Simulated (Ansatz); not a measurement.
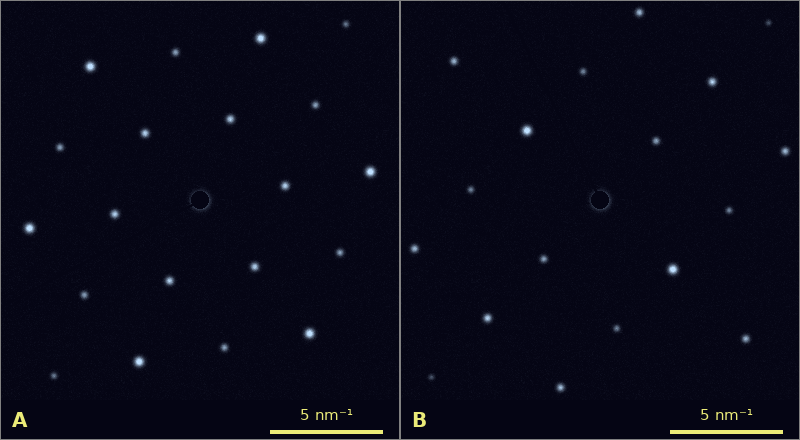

Kinematic electron diffraction patterns (200 kV, B = 0.5 Å², same scale, each along a low-index zone) of two structures of composition Ir2Pt, each relaxed at zero pressure with DFT PBE, scalar-relativistic, plane waves, PAW in Ansatz.

The structures (standard cells):
1. Fd-3m (No. 227), a = 7.277 Å, 24 atoms; generated start, possibly hypothetical
2. P6/mmm (No. 191), a = 4.413 Å, c = 2.726 Å (hexagonal axes), 3 atoms; generated start, possibly hypothetical

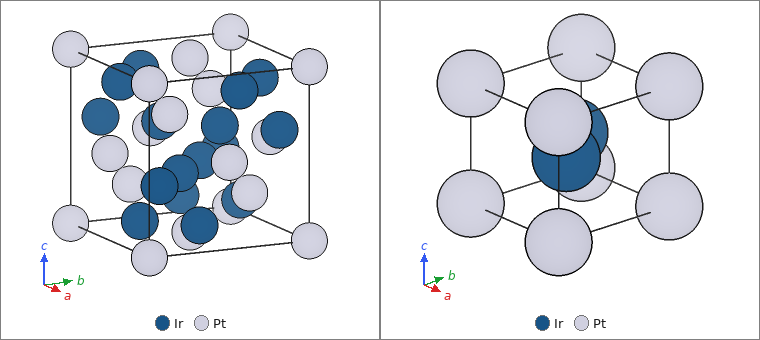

Drawings of the structures 1 to 2, from left to right (each may span several cells).

Q: Which pattern belongs to which structure, and along which zone?

A: A is structure 1 along [111] or an equivalent direction: hexagonal net of -2 2 0 at d = 2.57 Å and -2 0 2 at d = 2.57 Å, 60.0° apart. B is structure 2 along [210] or an equivalent direction: rectangular net of 0 0 1 at d = 2.73 Å and 1 -2 0 at d = 2.21 Å, 90.0° apart.

Q: Rank the structures by their computed energy.

A: Structure 2 (P6/mmm, 15.33 Å³ an atom) is the lowest of these; structure 1 (Fd-3m, 16.06 Å³ an atom) lies about 340 meV an atom higher. These are static energies at 0 K; other structures, not shown, may lie lower still.
